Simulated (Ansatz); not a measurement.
# One shape, several levels: [SnH3]− (SMILES [H][Sn-]([H])[H])

Aim: a comparison of 6 runs (HF/STO-3G, PBE/STO-3G, UPBE0/STO-3G, wB97M-V/STO-3G, CCSDT(Q)/STO-3G, CCSD/STO-3G) of [SnH3]−. 

The calculation is run with Ansatz 0.2.0.

1 further run of the same task is left out (set aside as unsound or not needed).

## (1) The system as given

The species is [SnH3]− (4 atoms), meant as a singlet with charge -1. As SMILES, `[H][Sn-]([H])[H]`. The H4–Sn1 distance was set to 2.923 Å, away from the relaxed value. At this shape a bond of the SMILES string is far longer than usual.

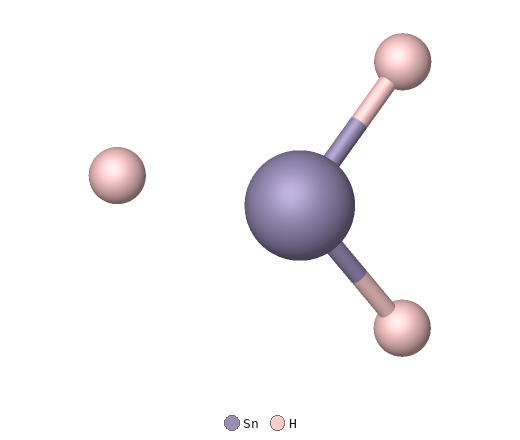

The structure, seen from a chosen angle (tin purple, hydrogen pink).

## (2) A single-point energy at HF/STO-3G (run 1)

The input, input.yaml:

```yaml
crystal:
  periodic: [false, false, false]
  atoms:
    - {symbol: Sn, position_ang: [0.412690, 0.710897, 1.317297]}
    - {symbol: H, position_ang: [2.056860, 0.671567, 0.273977]}
    - {symbol: H, position_ang: [-0.367790, 2.137677, 0.245217]}
    - {symbol: H, position_ang: [-0.844540, -1.404640, -0.259610]}
basis:
  gaussian: {orbitals: STO-3G}
total_charge: -1
hamiltonian: {xc: hf}
accuracy: high
```

Started as:

```bash
$ ansatz run input.yaml --threads 1 --pin off --max-ram 2610MiB --events-out events.jsonl --progress --plain --runs-dir runs
```

The log of the run:

```text
Warning: RAYON_NUM_THREADS=1 ignored (pool sized by the plan → 1); use --threads N
Functional definition: HF
  name "HF"
  exchange = exact_x
  correlation = 0
516 factors; integrals over basis functions are off by at most 4.1e-9 eV
mean field evaluation 1: about -162304.4479 eV, gradient 1.0e1 eV
mean field evaluation 2: about -162304.4611 eV, gradient 1.0e1 eV
mean field evaluation 4: about -162306.0941 eV, gradient 8.6e-1 eV
mean field evaluation 8: about -162306.1033 eV, gradient 7.1e-4 eV
mean field evaluation 16: about -162294.6983 eV, gradient 2.9e0 eV
mean field -162306.10331239 eV, -5964.6392817020 hartree, gradient 1.7e-8 eV, S^2 0.000000; 0 other end points of the search recorded, 0 dependent functions left out
reference -162306.10331239 eV, -5964.6392817020 hartree; 27, 27 occupied and 3, 3 virtual orbitals, 516 factors
Total energy: -162306.10331239 eV, -5964.6392817020 hartree
```

Run time: 0.22 s. Hardware: 1 thread of AMD EPYC 9R45 (Zen 5), shared host.

## (3) The energy at PBE/STO-3G (run 2)

The input, job.yaml:

```yaml
crystal:
  periodic: [false, false, false]
  atoms:
    - {symbol: Sn, position_ang: [0.412690, 0.710897, 1.317297]}
    - {symbol: H, position_ang: [2.056860, 0.671567, 0.273977]}
    - {symbol: H, position_ang: [-0.367790, 2.137677, 0.245217]}
    - {symbol: H, position_ang: [-0.844540, -1.404640, -0.259610]}
basis:
  gaussian:
    orbitals: STO-3G
total_charge: -1
hamiltonian:
  xc: {name: PBE}
accuracy: high
```

Started as:

```bash
$ ansatz run job.yaml --threads 1 --pin off --max-ram 2610MiB --events-out events.jsonl --progress --plain --runs-dir runs
```

The log of the run:

```text
Warning: RAYON_NUM_THREADS=1 ignored (pool sized by the plan → 1); use --threads N
Functional definition: PBE
  name "PBE"
  parameter kappa = 0.804
  parameter beta = 0.06672455060314922
  exchange = pbe_x(kappa = kappa, mu = beta*pi^2/3)
  correlation = pbe_c(beta = beta)
516 factors; integrals over basis functions are off by at most 4.1e-9 eV
mean field evaluation 1: about -162344.9577 eV, gradient 1.6e1 eV
mean field evaluation 2: about -162330.5611 eV, gradient 2.7e1 eV
mean field evaluation 4: about -162347.3463 eV, gradient 1.1e1 eV
mean field evaluation 8: about -162347.6259 eV, gradient 9.3e0 eV
mean field evaluation 16: about -162348.3290 eV, gradient 1.6e-8 eV
mean field -162348.32901254 eV, -5966.1910475611 hartree, gradient 1.6e-8 eV, S^2 0.000000; 0 other end points of the search recorded, 0 dependent functions left out
reference -162348.32901439 eV, -5966.1910476291 hartree; 27, 27 occupied and 3, 3 virtual orbitals, 516 factors
Total energy: -162348.32901439 eV, -5966.1910476291 hartree
```

It took 0.66 s on 1 thread of AMD EPYC 9R45 (Zen 5), shared host.

## (4) The energy at UPBE0/STO-3G (run 3)

The input, run.yaml:

```yaml
crystal:
  periodic: [false, false, false]
  atoms:
    - {symbol: Sn, position_ang: [0.412690, 0.710897, 1.317297]}
    - {symbol: H, position_ang: [2.056860, 0.671567, 0.273977]}
    - {symbol: H, position_ang: [-0.367790, 2.137677, 0.245217]}
    - {symbol: H, position_ang: [-0.844540, -1.404640, -0.259610]}
basis:
  gaussian:
    orbitals: STO-3G
total_charge: -1
magnetization:
  spin_polarized: true
  initial_magnetization: 0
hamiltonian:
  xc: pbe0
accuracy: high
```

Started as:

```bash
$ ansatz run run.yaml --threads 1 --pin off --max-ram 2610MiB --events-out events.jsonl --progress --plain --runs-dir runs
```

The log of the run:

```text
Warning: RAYON_NUM_THREADS=1 ignored (pool sized by the plan → 1); use --threads N
Functional definition: PBE0
  name "PBE0"
  parameter a = 0.25
[... 2 set-up lines as earlier in the session ...]
  exchange = (1 - a)*pbe_x(kappa = kappa, mu = beta*pi^2/3) + a*exact_x
[... 1 set-up line as earlier in the session ...]
516 factors; integrals over basis functions are off by at most 4.1e-9 eV
mean field evaluation 1: about -162354.2146 eV, gradient 9.8e0 eV
mean field evaluation 2: about -162343.3583 eV, gradient 2.0e1 eV
mean field evaluation 4: about -162357.0091 eV, gradient 1.2e0 eV
mean field evaluation 8: about -162357.0311 eV, gradient 9.0e-2 eV
mean field evaluation 16: about -162356.9790 eV, gradient 1.1e-6 eV
mean field evaluation 32: about -162357.0770 eV, gradient 5.8e-9 eV
mean field -162357.07702001 eV, -5966.5125309058 hartree, gradient 2.2e-8 eV, S^2 0.355800; 2 other end points of the search recorded, 0 dependent functions left out
reference -162357.07702141 eV, -5966.5125309575 hartree; 27, 27 occupied and 3, 3 virtual orbitals, 516 factors
Total energy: -162357.07702141 eV, -5966.5125309575 hartree
```

Wall time 1.6 s (1 thread of AMD EPYC 9R45 (Zen 5), shared host); peak memory 0.17 GiB.

Runs 4 to 5 aren't shown in full; the table further down has their settings and results.

## (5) A single-point energy at CCSD/STO-3G (run 6)

The input, molecule.yaml:

```yaml
basis:
  gaussian:
    orbitals: STO-3G
crystal:
  periodic: [false, false, false]
  atoms:
    - symbol: Sn
      position_ang: [0.412690, 0.710897, 1.317297]
    - symbol: H
      position_ang: [2.056860, 0.671567, 0.273977]
    - symbol: H
      position_ang: [-0.367790, 2.137677, 0.245217]
    - symbol: H
      position_ang: [-0.844540, -1.404640, -0.259610]
scf:
  omitted_lower_state_checks: [cluster_reference, increment]
total_charge: -1
correlation:
  method: ccsd
  frozen_orbitals: {H: 0, Sn: 18}
accuracy: high
```

Started as:

```bash
$ ansatz run molecule.yaml --threads 1 --pin off --max-ram 2610MiB --events-out events.jsonl --progress --plain --runs-dir runs
```

The log of the run (excerpt; [...] marks lines left out):

```text
Warning: RAYON_NUM_THREADS=1 ignored (pool sized by the plan → 1); use --threads N
[... 2 set-up lines as earlier in the session ...]
[...]
516 factors; integrals over basis functions are off by at most 4.1e-9 eV
[...]
mean field -162306.10331239 eV, -5964.6392817020 hartree, gradient 1.7e-8 eV, S^2 0.000000; 1 other end points of the search recorded, 0 dependent functions left out; unrestricted orbitals would lower it
18 core orbitals not correlated: weight in the atoms' cores, before any rotation towards them, 1.000 or more for the frozen orbitals, at most 0.000 for the correlated occupied ones
reference -162306.10331239 eV, -5964.6392817020 hartree; 9, 9 occupied and 3, 3 virtual orbitals, 516 factors
second order -1.68783804 eV of doubles, -0.00000000 eV of singles
cycle   1  -2.10629002 eV  change   -5.3e-1 eV  update   1.4e-1
[...]
cycle  24  -2.83947172 eV  change    1.5e-9 eV  update   1.5e-9
WARN: these amplitudes may be one of several solutions (largest doubles amplitude 0.39, level shift 0.92 eV)
Total energy: -162308.94278410 eV, -5964.7436303630 hartree
Checks for a lower state left out: cluster_reference, increment
```

Run time: 0.28 s. Hardware: 1 thread of AMD EPYC 9R45 (Zen 5), shared host.

## (6) All runs side by side

```tsv
run	level	frozen core orbitals	energy (Eh)	wall time
1	HF/STO-3G	–	-5964.639282	0.22 s
2	PBE/STO-3G	–	-5966.191048	0.66 s
3	UPBE0/STO-3G	–	-5966.512531	1.6 s
4	wB97M-V/STO-3G	–	-5966.878652	5.7 s
5	CCSDT(Q)/STO-3G	18	-5964.743885	0.36 s
6	CCSD/STO-3G	18	-5964.743630	0.28 s
```

## (7) Results

```
                                           quantity           value
                                run 6: total energy  -5964.74363 Eh
run 6: correlation energy (18 core orbitals frozen)      -104.3 mEh
                               run 6: T1 diagnostic           0.043
```

Below the HF energy at the same shape and in the same basis (STO-3G): CCSDT(Q) -104.6 mEh; CCSD -104.3 mEh. Totals of different functionals can't be ranked against each other. In run 6 the T1 diagnostic is large, so a single reference may not serve. In runs 5, 6 the log says that unrestricted orbitals would lower the reference, so the values rest on an unstable closed-shell determinant (other closed-shell runs at this shape may share the fault). In runs 1, 2, 3, 4, 5, 6 the basis is minimal, so the values are rough. In runs 1, 2, 3, 4, 5, 6 relativity is left out where basis or elements ask for it. Spin contamination of the reference: run 3 ⟨S²⟩ = 0.36. All runs together took 8.9 s, the longest 5.7 s.
